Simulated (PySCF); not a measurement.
# C$_{6}$H$_{12}$O$_{2}$Si: what the fields show

```xyz
21

C     2.3067    0.9633    0.7113
C     1.5923   -0.2844    0.2218
C     0.4954   -0.7546    1.2070
Si   -0.8783   -0.3996   -0.0781
C    -2.0154   -1.7953   -0.6747
C    -1.9609    1.1366    0.3366
O    -3.1610    1.1983    0.2455
O    -1.2297    2.1724    0.7643
C     0.7326   -0.0091   -1.0353
H     1.5800    1.7499    0.9013
H     3.0166    1.3167   -0.0344
H     2.8508    0.7598    1.6317
H     2.3251   -1.0731    0.0383
H     0.6032   -1.8004    1.4838
H     0.4846   -0.1734    2.1255
H    -2.4879   -1.5322   -1.6164
H    -2.8076   -1.9763    0.0450
H    -1.4708   -2.7231   -0.8186
H    -1.7975    2.9339    0.9768
H     0.8598    1.0014   -1.4152
H     0.9532   -0.6938   -1.8508
```

Geometry: GFN2-xTB.

The calculation used PySCF 2.14.0, PBE0/pcSseg-1, SCF density, gas phase, non-relativistic.

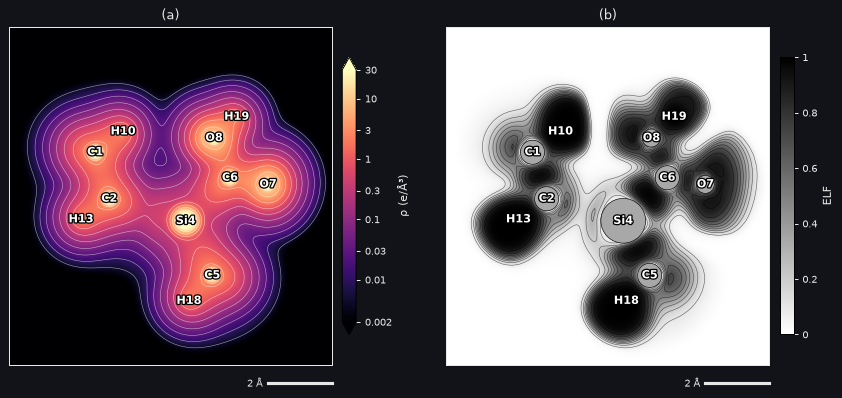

Figure 1. (a) total electron density; (b) electron localisation function on the plane of atoms C2, C1 and H10. Grey discs cover the atomic cores in the ELF map.

Question: Interpret the plot.

Answer:
- The section cuts through C, Si, O and H sites.
- C–O (1.21 Å): the density is about 3.3 e/Å³ at the midpoint; the ELF peaks at about 0.85 between the atoms: a multiple bond.
- C–C (1.52 Å): the density is about 1.7 e/Å³ at the midpoint; the ELF peaks at about 0.95 between the atoms: a shared electron pair.
- C–Si (1.90 Å): ρ is about 0.92 e/Å³ halfway; the ELF peaks at about 0.95 between the atoms; a covalent bond.
- O–H (0.97 Å): ρ at the midpoint is about 3.7 e/Å³; the ELF climbs to about 1 towards the hydrogen, as it does in any bond to H; a covalent bond by its length.
- C–O (1.34 Å): ρ at the midpoint is about 2.5 e/Å³; the ELF peaks at about 0.90 between the atoms; a polar covalent bond.
- The ELF also peaks beside O7, away from the bonds: lone-pair regions.

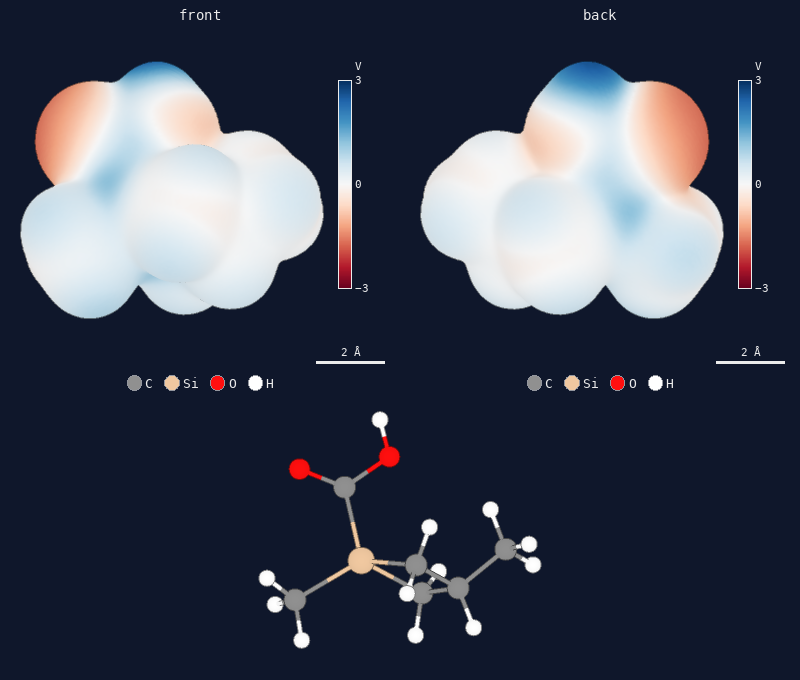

Figure 2. The molecular electrostatic potential painted on the density surface at 0.002 e/bohr³, seen from the front and from behind; red is negative and blue positive. The bare structure is drawn below in the same view.

Question: Which sites attract a positive test charge, and which a negative one?

Answer: A positive charge is drawn to the negative regions and a negative charge to the positive ones. The most negative region (about −1.6 V) lies over O7, the most positive (about +2.4 V) over H19. O7 is the likeliest acceptor of a hydrogen bond.

Question: How polar is the molecule by this calculation?

Answer: Its dipole moment is 1.40 D.
